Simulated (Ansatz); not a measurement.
# AlHO (singlet): the correlation ladder at distance O2–H3 = 0.846 Å, 6-31G

Aim: climb from Hartree-Fock through coupled cluster and multireference methods for AlHO (singlet) at one geometry and basis, and see what each rung misses.

The runs use Ansatz 0.2.0, Gaussian basis; 6-31G, core rule «outside noble gas», up to 6 orbitals frozen.

To be run: UHF; CCSD(T) on RHF; BCCD(T) on RHF; CISD; CCSDT(Q) on RHF; CISDTQ; CCSDTQ on RHF; CASSCF and MRCISD+Q, 2 electrons in 2 orbitals; CASSCF and NEVPT2, 2 electrons in 2 orbitals; Full CI.

29 further runs of the same task are left out: 16 for a known fault of the program, 8 that didn't finish, 5 set aside as unsound or not needed.

### 1 The system

The geometry derives from a PBE0/def2-TZVP stationary point (not a proven minimum). One bond is set to the value named and the two fragments are kept rigid.

3 atoms, charge 0, spin multiplicity 1.

Atoms are counted from 1 here; the program's logs count them from 0.

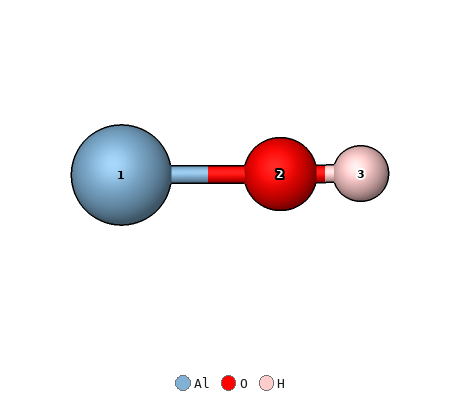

The structure; aluminium light blue, oxygen red, hydrogen pink; atoms are numbered from 1 in the order of the file.

In the tables R marks a restricted determinant and U an unrestricted one; 'pair' is the active space of 2 electrons in 2 orbitals; energies count from the table's Hartree-Fock row.

### 2 UHF

Input file in.yaml:

```yaml
crystal:
  periodic: [false, false, false]
  atoms:
    - {symbol: Al, position_ang: [0.000000, 0.000000, 1.398313]}
    - {symbol: O, position_ang: [0.000000, 0.000000, -0.276157]}
    - {symbol: H, position_ang: [0.000000, 0.000000, -1.122157]}
basis:
  gaussian: {orbitals: 6-31G}
magnetization: {spin_polarized: true, initial_magnetization: 0}
hamiltonian: {xc: hf}
output: {orbitals: {seedname: orbitals}}
```

Run with:

```
$ ansatz run in.yaml --threads 1 --pin off --events-out ev --progress --plain --max-ram 2393MiB
```

Output:

```text
Functional definition: HF
  name "HF"
  cite "Fock, Z. Phys. 61, 126 (1930) doi:10.1007/BF01340294"
  parent pbe
  exchange = exact_x
  correlation = 0
246 factors; integrals over basis functions are off by at most 4.1e-4 eV
mean field evaluation 1: about -8632.6438 eV, gradient 2.7e1 eV
mean field evaluation 2: about -8632.6486 eV, gradient 2.7e1 eV
mean field evaluation 4: about -8635.4850 eV, gradient 1.0e0 eV
mean field evaluation 8: about -8635.4986 eV, gradient 7.7e-4 eV
mean field evaluation 16: about -8635.4711 eV, gradient 4.2e-1 eV
mean field evaluation 32: about -8635.4979 eV, gradient 2.3e-1 eV
mean field -8635.49863753 eV, -317.3487215779 hartree, gradient 2.1e-5 eV, S^2 0.000000; 0 other end points of the search recorded, 0 dependent functions left out
reference -8635.49863753 eV, -317.3487215779 hartree; 11, 11 occupied and 13, 13 virtual orbitals, 246 factors
Total energy: -8635.49863753 eV, -317.3487215779 hartree
```

It took 0.12 s on 1 thread of Arm Neoverse V2, shared host.

From the report: ⟨S²⟩ of the determinant 0.000 (pure singlet: 0.00).

The unrestricted search falls back on the restricted solution.

### 3 CCSD(T) on RHF

Changes to in.yaml since step 2:

```diff
@@ -8,4 +8,4 @@
   gaussian: {orbitals: 6-31G}
-magnetization: {spin_polarized: true, initial_magnetization: 0}
-hamiltonian: {xc: hf}
-output: {orbitals: {seedname: orbitals}}
+magnetization: {spin_polarized: false}
+correlation: {method: ccsd_t, electrons: outside_noble_gas}
+output: {forces: true}
```

Launched as before.

Output, cut to the lines that bear on the results:

```text
Functional definition: HF
  name "HF"
  cite "Fock, Z. Phys. 61, 126 (1930) doi:10.1007/BF01340294"
  parent pbe
[...]
246 factors; integrals over basis functions are off by at most 4.1e-4 eV
[...]
mean field -8635.49863753 eV, -317.3487215779 hartree, gradient 2.4e-6 eV, S^2 0.000000; 0 other end points of the search recorded, 0 dependent functions left out
6 core orbitals not correlated: weight in the atoms' cores, before any rotation towards them, 1.000 or more for the frozen orbitals, at most 0.000 for the correlated occupied ones
reference -8635.49863753 eV, -317.3487215779 hartree; 5, 5 occupied and 13, 13 virtual orbitals, 246 factors
second order -4.00835677 eV of doubles, -0.00000000 eV of singles
cycle   1  -4.09056266 eV  change   -8.2e-2 eV  update   8.5e-2
[...]
cycle   9  -4.34100464 eV  change   -9.7e-6 eV  update   5.5e-6
perturbative correction -0.06624310 eV, -0.0024343890 hartree
[...]
Total energy: -8639.90588526 eV, -317.5106849449 hartree
Atom 0 at     0.000000     0.000000     1.398313 Å, force    -0.000000     0.000000     1.051722 eV/Å
Atom 1 at     0.000000     0.000000    -0.276157 Å, force     0.000000     0.000000     8.223619 eV/Å
Atom 2 at     0.000000     0.000000    -1.122157 Å, force    -0.000000     0.000000    -9.275341 eV/Å
Dipole moment:    -0.000000     0.000000    -0.232328 e Å
```

Wall time 0.24 s (1 thread of Arm Neoverse V2, shared host).

From the report: correlation -4.4072 eV; T1 0.020; largest double amplitude 0.10.

### 4 BCCD(T) on RHF

Changes to in.yaml since step 3:

```diff
@@ -9,3 +9,2 @@
 magnetization: {spin_polarized: false}
-correlation: {method: ccsd_t, electrons: outside_noble_gas}
-output: {forces: true}
+correlation: {method: bccd_t, electrons: outside_noble_gas}
```

Same command.

Output, cut to the lines that bear on the results:

```text
Functional definition: HF
  name "HF"
  cite "Fock, Z. Phys. 61, 126 (1930) doi:10.1007/BF01340294"
  parent pbe
[...]
246 factors; integrals over basis functions are off by at most 4.1e-4 eV
[...]
mean field -8635.49863753 eV, -317.3487215779 hartree, gradient 2.4e-6 eV, S^2 0.000000; 0 other end points of the search recorded, 0 dependent functions left out
6 core orbitals not correlated: weight in the atoms' cores, before any rotation towards them, 1.000 or more for the frozen orbitals, at most 0.000 for the correlated occupied ones
reference -8635.49863753 eV, -317.3487215779 hartree; 5, 5 occupied and 13, 13 virtual orbitals, 246 factors
second order -4.00835677 eV of doubles, -0.00000000 eV of singles
cycle   1  -4.08999572 eV  change   -8.2e-2 eV  update   8.5e-2
[...]
cycle  10  -4.32431254 eV  change    1.3e-6 eV  update   1.5e-6
perturbative correction -0.08738815 eV, -0.0032114554 hartree
Total energy: -8639.91033822 eV, -317.5108485881 hartree
```

Run time: 0.21 s. Hardware: 1 thread of Arm Neoverse V2, shared host.

From the report: correlation -4.4117 eV; largest double amplitude 0.10.

### 5 CISD

Changes to in.yaml since step 4:

```diff
@@ -8,3 +8,2 @@
   gaussian: {orbitals: 6-31G}
-magnetization: {spin_polarized: false}
-correlation: {method: bccd_t, electrons: outside_noble_gas}
+correlation: {active_space: {ras: {orbitals: [5, 0, 13], electrons: 10, max_holes: 2, max_particles: 2}, fixed_orbitals: true}}
```

Launched as before.

Output:

```text
Functional definition: HF
  name "HF"
  cite "Fock, Z. Phys. 61, 126 (1930) doi:10.1007/BF01340294"
  parent pbe
  exchange = exact_x
  correlation = 0
246 factors; integrals over basis functions are off by at most 4.1e-4 eV
mean field evaluation 1: about -8632.6438 eV, gradient 3.8e1 eV
mean field evaluation 2: about -8632.6486 eV, gradient 3.8e1 eV
mean field evaluation 4: about -8635.4850 eV, gradient 1.4e0 eV
mean field evaluation 8: about -8635.4986 eV, gradient 6.9e-4 eV
mean field -8635.49863753 eV, -317.3487215779 hartree, gradient 2.4e-6 eV, S^2 0.000000; 0 other end points of the search recorded, 0 dependent functions left out
reference -8635.49863753 eV, -317.3487215779 hartree; 11, 11 occupied and 13, 13 virtual orbitals, 246 factors
state -8639.55465448 eV, -317.4977774517 hartree
Total energy: -8639.55465448 eV, -317.4977774517 hartree
```

Wall time 0.39 s (1 thread of Arm Neoverse V2, shared host).

From the report: 1,764 determinants.

### 6 CCSDT(Q) on RHF

Changes to in.yaml since step 5:

```diff
@@ -8,2 +8,3 @@
   gaussian: {orbitals: 6-31G}
-correlation: {active_space: {ras: {orbitals: [5, 0, 13], electrons: 10, max_holes: 2, max_particles: 2}, fixed_orbitals: true}}
+magnetization: {spin_polarized: false}
+correlation: {method: ccsdt_q, electrons: outside_noble_gas}
```

The command is unchanged.

Output, cut to the lines that bear on the results:

```text
Functional definition: HF
  name "HF"
  cite "Fock, Z. Phys. 61, 126 (1930) doi:10.1007/BF01340294"
  parent pbe
[...]
437 factors; integrals over basis functions are off by at most 8.6e-8 eV
[...]
mean field -8635.49883587 eV, -317.3487288669 hartree, gradient 2.9e-6 eV, S^2 0.000000; 0 other end points of the search recorded, 0 dependent functions left out
6 core orbitals not correlated: weight in the atoms' cores, before any rotation towards them, 1.000 or more for the frozen orbitals, at most 0.000 for the correlated occupied ones
reference -8635.49883587 eV, -317.3487288669 hartree; 5, 5 occupied and 13, 13 virtual orbitals, 437 factors
second order -4.00844729 eV of doubles, -0.00000000 eV of singles
cycle   1  -4.09062910 eV  change   -8.2e-2 eV  update   8.9e-2
[...]
cycle  13  -4.41252389 eV  change    1.8e-7 eV  update   1.0e-6
perturbative correction -0.01685391 eV, -0.0006193699 hartree
Total energy: -8639.92821367 eV, -317.5115054987 hartree
```

Wall time 0.57 s (1 thread of Arm Neoverse V2, shared host).

From the report: correlation -4.4294 eV; T1 0.019; largest double amplitude 0.10.

### 7 CISDTQ

Changes to in.yaml since step 6:

```diff
@@ -8,3 +8,2 @@
   gaussian: {orbitals: 6-31G}
-magnetization: {spin_polarized: false}
-correlation: {method: ccsdt_q, electrons: outside_noble_gas}
+correlation: {active_space: {ras: {orbitals: [5, 0, 13], electrons: 10, max_holes: 4, max_particles: 4}, fixed_orbitals: true}}
```

The command is unchanged.

Output:

```text
Functional definition: HF
  name "HF"
  cite "Fock, Z. Phys. 61, 126 (1930) doi:10.1007/BF01340294"
  parent pbe
  exchange = exact_x
  correlation = 0
246 factors; integrals over basis functions are off by at most 4.1e-4 eV
mean field evaluation 1: about -8632.6438 eV, gradient 3.8e1 eV
mean field evaluation 2: about -8632.6486 eV, gradient 3.8e1 eV
mean field evaluation 4: about -8635.4850 eV, gradient 1.4e0 eV
mean field evaluation 8: about -8635.4986 eV, gradient 6.9e-4 eV
mean field -8635.49863753 eV, -317.3487215779 hartree, gradient 2.4e-6 eV, S^2 0.000000; 0 other end points of the search recorded, 0 dependent functions left out
reference -8635.49863753 eV, -317.3487215779 hartree; 11, 11 occupied and 13, 13 virtual orbitals, 246 factors
state -8639.90903124 eV, -317.5108005573 hartree
Total energy: -8639.90903124 eV, -317.5108005573 hartree
```

Wall time 1.9 s (1 thread of Arm Neoverse V2, shared host).

From the report: 276,306 determinants.

### 8 CCSDTQ on RHF

Changes to in.yaml since step 7:

```diff
@@ -8,2 +8,3 @@
   gaussian: {orbitals: 6-31G}
-correlation: {active_space: {ras: {orbitals: [5, 0, 13], electrons: 10, max_holes: 4, max_particles: 4}, fixed_orbitals: true}}
+magnetization: {spin_polarized: false}
+correlation: {method: ccsdtq, electrons: outside_noble_gas}
```

The command is unchanged.

Output, cut to the lines that bear on the results:

```text
Functional definition: HF
  name "HF"
  cite "Fock, Z. Phys. 61, 126 (1930) doi:10.1007/BF01340294"
  parent pbe
[...]
437 factors; integrals over basis functions are off by at most 8.6e-8 eV
[...]
mean field -8635.49883587 eV, -317.3487288669 hartree, gradient 2.9e-6 eV, S^2 0.000000; 0 other end points of the search recorded, 0 dependent functions left out
6 core orbitals not correlated: weight in the atoms' cores, before any rotation towards them, 1.000 or more for the frozen orbitals, at most 0.000 for the correlated occupied ones
reference -8635.49883587 eV, -317.3487288669 hartree; 5, 5 occupied and 13, 13 virtual orbitals, 437 factors
second order -4.00844729 eV of doubles, -0.00000000 eV of singles
cycle   1  -4.09062872 eV  change   -8.2e-2 eV  update   8.9e-2
[...]
cycle  16  -4.42754706 eV  change    3.5e-7 eV  update   3.9e-7
Total energy: -8639.92638294 eV, -317.5114382204 hartree
```

It took 6 s on 1 thread of Arm Neoverse V2, shared host.

From the report: correlation -4.4275 eV; T1 0.019; largest double amplitude 0.10.

### 9 CASSCF and MRCISD+Q, 2 electrons in 2 orbitals

Changes to in.yaml since step 8:

```diff
@@ -8,3 +8,2 @@
   gaussian: {orbitals: 6-31G}
-magnetization: {spin_polarized: false}
-correlation: {method: ccsdtq, electrons: outside_noble_gas}
+correlation: {method: fic_mrcisd_q, electrons: outside_noble_gas, active_space: {window: {electrons: 2, orbitals: 2}}}
```

Launched as before.

Output, cut to the lines that bear on the results:

```text
Functional definition: HF
  name "HF"
  cite "Fock, Z. Phys. 61, 126 (1930) doi:10.1007/BF01340294"
  parent pbe
[...]
246 factors; integrals over basis functions are off by at most 4.1e-4 eV
[...]
mean field -8635.49863753 eV, -317.3487215779 hartree, gradient 2.4e-6 eV, S^2 0.000000; 0 other end points of the search recorded, 0 dependent functions left out
reference -8635.49863753 eV, -317.3487215779 hartree; 11, 11 occupied and 13, 13 virtual orbitals, 246 factors
state -8635.94118656 eV, -317.3649849549 hartree
contracted CI cycle   1: correlation 0.00000000 eV, 0.0000000000 hartree, residual 1.75e1 eV
contracted CI cycle   2: correlation -3.43801003 eV, -0.1263445384 hartree, residual 3.36e0 eV
contracted CI cycle   3: correlation -3.64131456 eV, -0.1338158420 hartree, residual 1.13e0 eV
contracted CI cycle   4: correlation -3.66269543 eV, -0.1346015742 hartree, residual 3.28e-1 eV
[...]
contracted CI cycle   2: correlation -3.59404084 eV, -0.1320785647 hartree, residual 3.01e0 eV
contracted CI cycle   3: correlation -3.78371035 eV, -0.1390487905 hartree, residual 1.18e0 eV
contracted CI cycle   4: correlation -3.81001370 eV, -0.1400154210 hartree, residual 3.70e-1 eV
contracted CI cycle   5: correlation -3.81308199 eV, -0.1401281784 hartree, residual 1.21e-1 eV
contracted CI cycle   6: correlation -3.81336055 eV, -0.1401384153 hartree, residual 3.98e-2 eV
contracted CI cycle   7: correlation -3.81339236 eV, -0.1401395842 hartree, residual 1.13e-2 eV
contracted CI cycle   8: correlation -3.81339494 eV, -0.1401396793 hartree, residual 3.55e-3 eV
contracted CI cycle   9: correlation -3.81339523 eV, -0.1401396900 hartree, residual 1.13e-3 eV
state -8635.80227026 eV, -317.3598798751 hartree; corrected -8639.85353453 eV, -317.5087610909 hartree
state -8635.94118656 eV, -317.3649849549 hartree; corrected -8639.87265661 eV, -317.5094638144 hartree
[...]
Total energy: -8639.87265661 eV, -317.5094638144 hartree
```

Run time: 0.66 s. Hardware: 1 thread of Arm Neoverse V2, shared host.

From the report: 4 determinants; active occupations 1.99, 0.01.

### 10 CASSCF and NEVPT2, 2 electrons in 2 orbitals

Changes to in.yaml since step 9:

```diff
@@ -8,2 +8,2 @@
   gaussian: {orbitals: 6-31G}
-correlation: {method: fic_mrcisd_q, electrons: outside_noble_gas, active_space: {window: {electrons: 2, orbitals: 2}}}
+correlation: {method: sc_nevpt2, electrons: outside_noble_gas, active_space: {window: {electrons: 2, orbitals: 2}}}
```

Launched as before.

Output, cut to the lines that bear on the results:

```text
Functional definition: HF
  name "HF"
  cite "Fock, Z. Phys. 61, 126 (1930) doi:10.1007/BF01340294"
  parent pbe
[...]
246 factors; integrals over basis functions are off by at most 4.1e-4 eV
[...]
mean field -8635.49863753 eV, -317.3487215779 hartree, gradient 2.4e-6 eV, S^2 0.000000; 0 other end points of the search recorded, 0 dependent functions left out
reference -8635.49863753 eV, -317.3487215779 hartree; 11, 11 occupied and 13, 13 virtual orbitals, 246 factors
state -8635.94118656 eV, -317.3649849549 hartree
state -8635.94118656 eV, -317.3649849549 hartree; corrected -8639.54230794 eV, -317.4973237247 hartree
state -8635.86142551 eV, -317.3620537903 hartree
state -8635.86142551 eV, -317.3620537903 hartree; corrected -8639.49505376 eV, -317.4955871654 hartree
state -8635.94118656 eV, -317.3649849549 hartree; corrected -8639.54230794 eV, -317.4973237247 hartree
state -8635.80227026 eV, -317.3598798751 hartree
state -8635.80227026 eV, -317.3598798751 hartree; corrected -8639.51454728 eV, -317.4963035391 hartree
state -8635.94118656 eV, -317.3649849549 hartree; corrected -8639.54230794 eV, -317.4973237247 hartree
[...]
Total energy: -8639.54230794 eV, -317.4973237247 hartree
```

It took 0.45 s on 1 thread of Arm Neoverse V2, shared host.

From the report: 4 determinants; active occupations 1.99, 0.01.

### 11 Full CI

Changes to in.yaml since step 10:

```diff
@@ -8,2 +8,2 @@
   gaussian: {orbitals: 6-31G}
-correlation: {method: sc_nevpt2, electrons: outside_noble_gas, active_space: {window: {electrons: 2, orbitals: 2}}}
+correlation: {method: fci, electrons: outside_noble_gas}
```

The command is unchanged.

Output:

```text
Functional definition: HF
  name "HF"
  cite "Fock, Z. Phys. 61, 126 (1930) doi:10.1007/BF01340294"
  parent pbe
  exchange = exact_x
  correlation = 0
437 factors; integrals over basis functions are off by at most 8.6e-8 eV
mean field evaluation 1: about -8632.6437 eV, gradient 3.8e1 eV
mean field evaluation 2: about -8632.6487 eV, gradient 3.8e1 eV
mean field evaluation 4: about -8635.4853 eV, gradient 1.4e0 eV
mean field evaluation 8: about -8635.4988 eV, gradient 7.1e-4 eV
mean field -8635.49883587 eV, -317.3487288669 hartree, gradient 2.9e-6 eV, S^2 0.000000; 0 other end points of the search recorded, 0 dependent functions left out
6 core orbitals not correlated: weight in the atoms' cores, before any rotation towards them, 1.000 or more for the frozen orbitals, at most 0.000 for the correlated occupied ones
reference -8635.49883587 eV, -317.3487288669 hartree; 5, 5 occupied and 13, 13 virtual orbitals, 437 factors
state -8639.92637379 eV, -317.5114378845 hartree
Total energy: -8639.92637379 eV, -317.5114378845 hartree
```

It took 75 s on 1 thread of Arm Neoverse V2, shared host; peak memory 1.2 GiB.

From the report: 18,367,552 determinants, symmetry A1.

### 12 How many determinants matter

Natural occupations of the FCI state about the gap (report; correlated orbitals 1 to 10): 1.987, 1.976, 1.970, 1.970, 1.910, 0.050, 0.050, 0.024, 0.019, 0.014. The count of effectively unpaired electrons, Σ n²(2 − n)², is 0.06; a single determinant of this spin has 0.

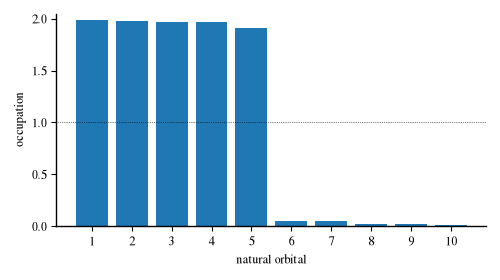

Natural occupations of the FCI state.

### 13 All levels against the top one

The yardstick is full CI for this spin, exact in this basis with these frozen cores. Rows without a time come out of other runs: HF, MP2 and CCSD of CCSD(T), CCSDT of CCSDT(Q), CASSCF and MRCISD of the multireference runs. The times of RCCSD(T) include forces.

Differences are taken before rounding.

```
       method  energy from the lowest RHF (kJ/mol)  from FCI (kJ/mol)    time
          RHF                                  0.0             +427.2        
         RMP2                               -386.7              +40.5        
         CISD                               -391.3              +35.9  0.39 s
        RCCSD                               -418.8               +8.4        
     RCCSD(T)                               -425.2               +2.0  0.24 s
      BCCD(T)                               -425.7               +1.5  0.21 s
       RCCSDT                               -425.8               +1.4        
       CISDTQ                               -425.5               +1.7   1.9 s
    RCCSDT(Q)                               -427.4               -0.2  0.57 s
      RCCSDTQ                               -427.2                0.0     6 s
  CASSCF pair                                -42.7             +384.5        
  NEVPT2 pair                               -390.2              +37.1  0.45 s
  MRCISD pair                               -396.3              +30.9        
MRCISD+Q pair                               -422.0               +5.2  0.66 s
          FCI                               -427.2                  0    75 s
```

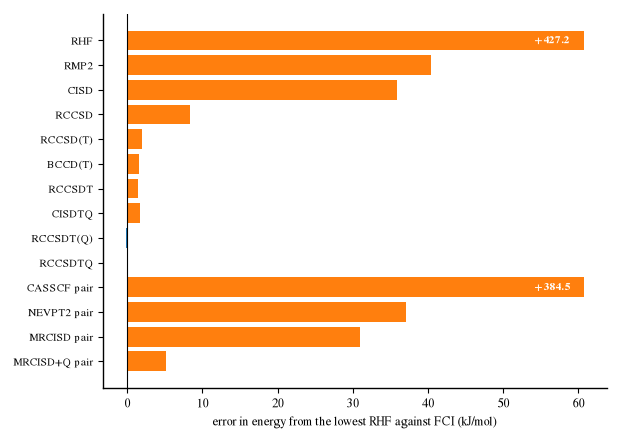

How far each level lands from FCI. Bars with a number in them are cut short.

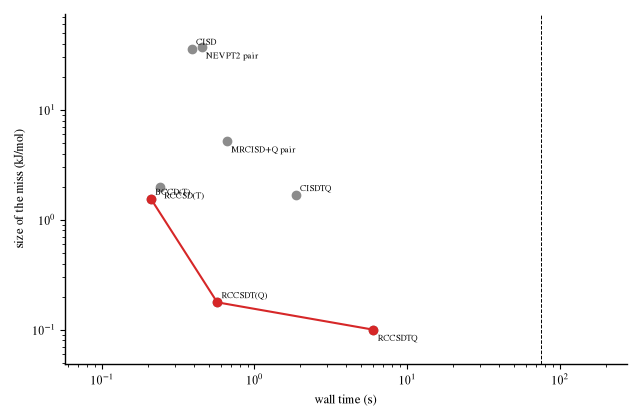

Miss against cost. Red marks the levels that no quicker level drawn beats (of those quicker than the yardstick), and the dashed line is the time of FCI. Misses under 0.1 kJ/mol are drawn at that value. Times are from a shared host. Runs this short are mostly start-up, so their order is noise.

### 14 Results

| quantity | value |
| --- | --- |
| FCI below the RHF energy | -4.4277 eV |
| RMP2 from FCI | +40.5 kJ/mol |
| RCCSD from FCI | +8.4 kJ/mol |
| RCCSD(T) from FCI | +2.0 kJ/mol |
| RCCSDT(Q) from FCI | -0.2 kJ/mol |
| NEVPT2 pair from FCI | +37.1 kJ/mol |
| MRCISD+Q pair from FCI | +5.2 kJ/mol |
| levels within 1 kcal/mol (43 meV) | RCCSD(T), BCCD(T), RCCSDT, CISDTQ, RCCSDT(Q), RCCSDTQ |
| T1 diagnostic | 0.020 |
| effectively unpaired electrons | 0.06 |

What this shows: RCCSD(T) lands +2.0 kJ/mol from the yardstick (0.5 % of the correlation energy). One determinant dominates. Of the multireference levels listed MRCISD+Q pair comes nearest in total energy (+5.2 kJ/mol), which doesn't show that its space is the better one. These misses are within one basis, not against nature.
